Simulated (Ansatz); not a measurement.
# FHLi (charge +1): what the fields show

Input file:

```
crystal:
  periodic: [false, false, false]
  atoms:
    - {symbol: Li, position_ang: [-0.057858, 0.121611, -1.498331]}
    - {symbol: F, position_ang: [0.010251, -0.021539, 0.285640]}
    - {symbol: H, position_ang: [0.047607, -0.100071, 1.212791]}
basis:
  gaussian: {orbitals: "def2-TZVPPD.json"}
total_charge: 1
hamiltonian: {xc: pbe0, dispersion: d4}
output: {orbitals: {seedname: orbitals}}
```

Launched as:

```sh
ansatz run in.yaml --threads 2 --pin off --events-out ev --progress --plain --max-ram 5222MiB
```

Geometry: PBE0-D4/def2-TZVP.

Computed with Ansatz, RKS PBE0-D4/def2-TZVPPD.

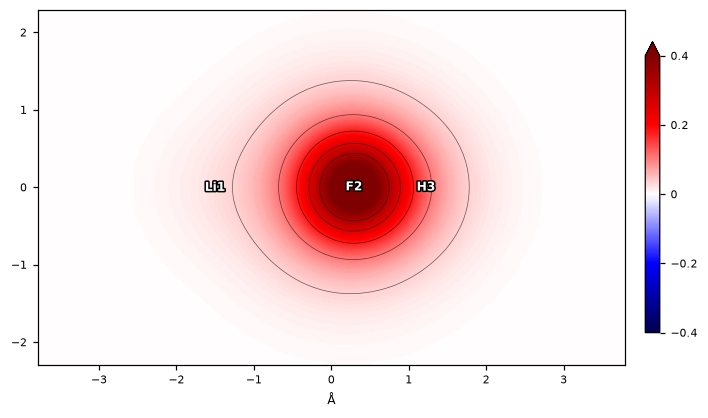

Figure 1. The HOMO on a plane 0.8 Å above a plane that holds the molecular axis (values in Å⁻³ᐟ²; the overall sign is arbitrary).

Question: Where does this orbital lie, and at what energy?

Answer: Its weight (Hirshfeld) is mainly on F2 (about 95 %); largely a lone pair of F2. It is one of a degenerate set, so its orientation is arbitrary. Its energy is −19.08 eV.

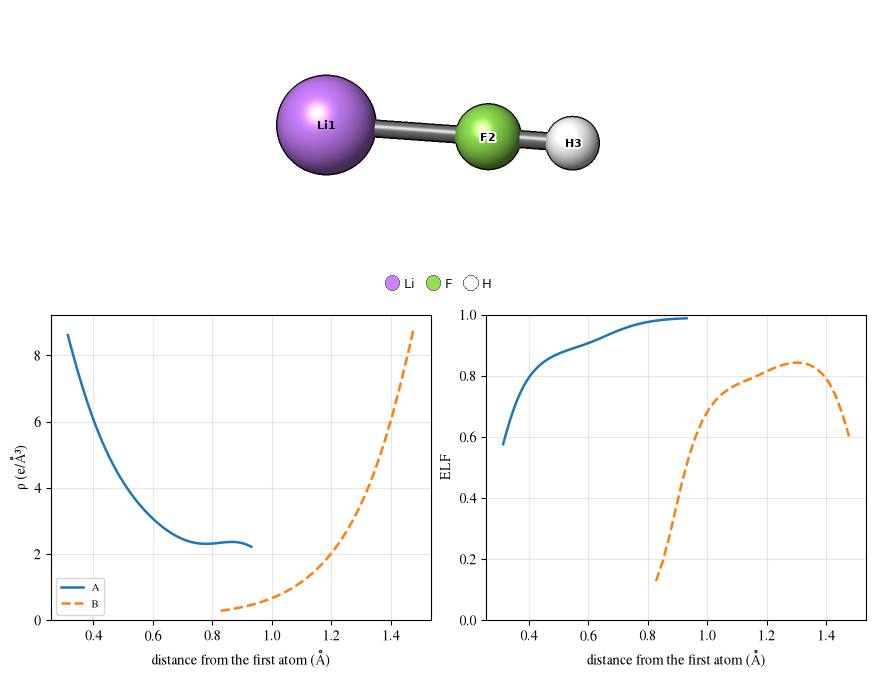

Figure 2. Total electron density and electron localisation function along straight lines between neighbouring atoms. The curves leave out the atomic cores. The structure is drawn too.

Question: Which curve belongs to which contact (F–H and Li–F)? The first atom named is at distance zero.

Answer: Curve A: F–H (0.93 Å): ρ is about 4.7 e/Å³ halfway; the ELF climbs to about 1 towards the hydrogen, as it does in any bond to H: a covalent bond by its length. Curve B: Li–F (1.79 Å): ρ is about 0.38 e/Å³ halfway; the ELF peaks at about 0.85 in the valence shell of F, 0.5 Å from its nucleus, and is about 0.35 at the midpoint: a closed-shell, largely ionic contact.

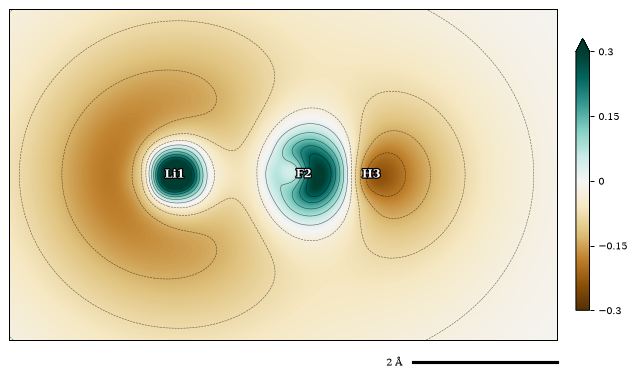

Figure 3. One frontier orbital on a plane that holds the molecular axis (values in Å⁻³ᐟ²; the overall sign is arbitrary).

Question: Which orbital is it: HOMO or LUMO?

Answer: The LUMO, at −5.75 eV. It lies mainly on Li1 (about 80 %), H3 (about 10 %) and F2 (about 10 %); it is of σ type.
